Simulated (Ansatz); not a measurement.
## Electronic structure of BFH3Sn (doublet) in real space

```xyz
6

F    -1.2478   -1.4289    0.9071
B    -0.5809   -1.0559   -0.1815
Sn    0.3692    1.3165   -0.1953
H    -0.9939   -1.3199   -1.2810
H     0.6493   -0.8302   -0.0082
H     0.6040    1.3708    1.5764
```

Core potentials replace the inner electrons of Sn.

All numbers below come from UKS B3LYP-D4/def2-SVP (Ansatz).

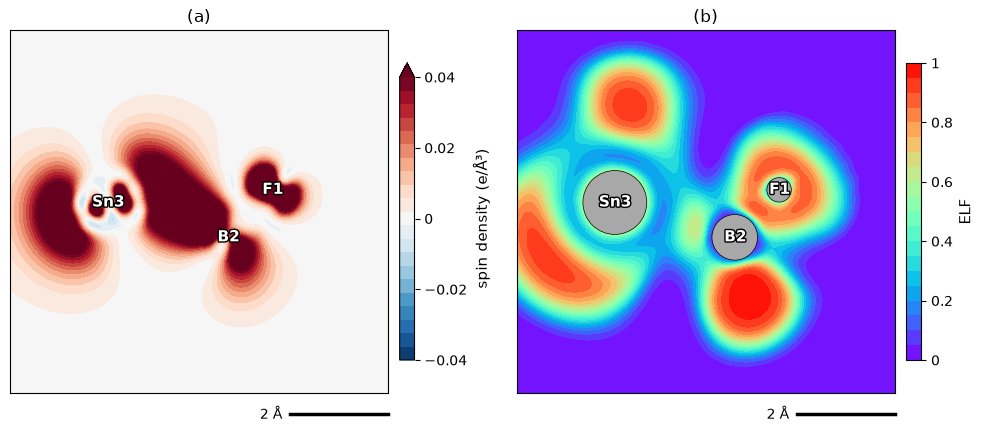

Figure 1. (a) spin density (α minus β); (b) ELF on the plane of atoms F1, B2 and Sn3. Grey discs cover the atomic cores in the ELF map.

Question: Describe what can be read from this map.

Answer: The plane passes through F, B and Sn nuclei. B–F (1.33 Å): the ELF peaks at about 0.85 between the atoms (a polar covalent bond). Sn–B (2.56 Å): the ELF peaks at about 0.65 in the valence shell of B, 0.8 Å from its nucleus, and is about 0.30 at the midpoint. The ELF also peaks beside F1, away from the bonds: non-bonding electrons, paired or unpaired. The unpaired spin (1 electron) lies mostly on Sn3 (about 0.7) and B2 (about 0.2), in electrons by Hirshfeld's partition.

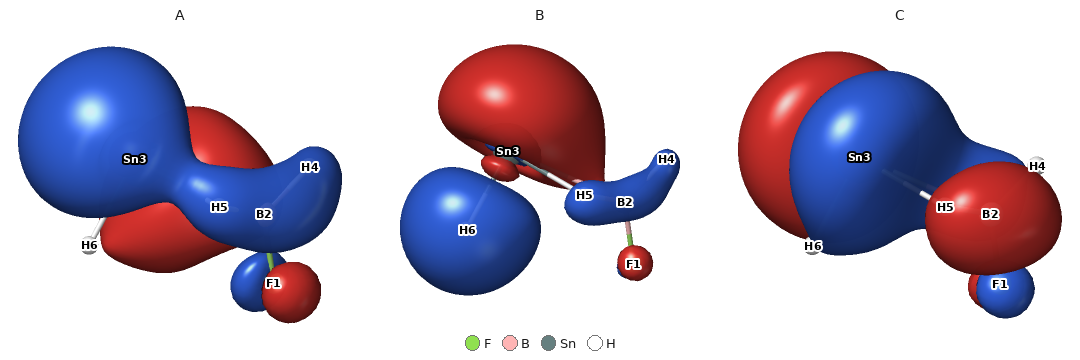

Figure 2. Three frontier orbitals at ±0.08 Å⁻³ᐟ² (red and blue are the two phases), in no order.

Question: Order the three orbitals by energy and name them. All are α orbitals.

Answer: B is the HOMO−1 (α) (−7.27 eV). Its weight (Hirshfeld) is mainly on Sn3 (about 60 %) and H6 (about 35 %). A is the HOMO (α) (−5.45 eV). It lies mainly on Sn3 (about 65 %), B2 (about 20 %) and F1 (about 5 %). C is the LUMO (α) (−2.83 eV). By Hirshfeld shares it lies mainly on Sn3 (about 70 %), B2 (about 15 %) and H5 (about 5 %).

Question: What is the gap between the highest occupied and lowest empty α orbitals?

Answer: 2.62 eV between the orbital energies.
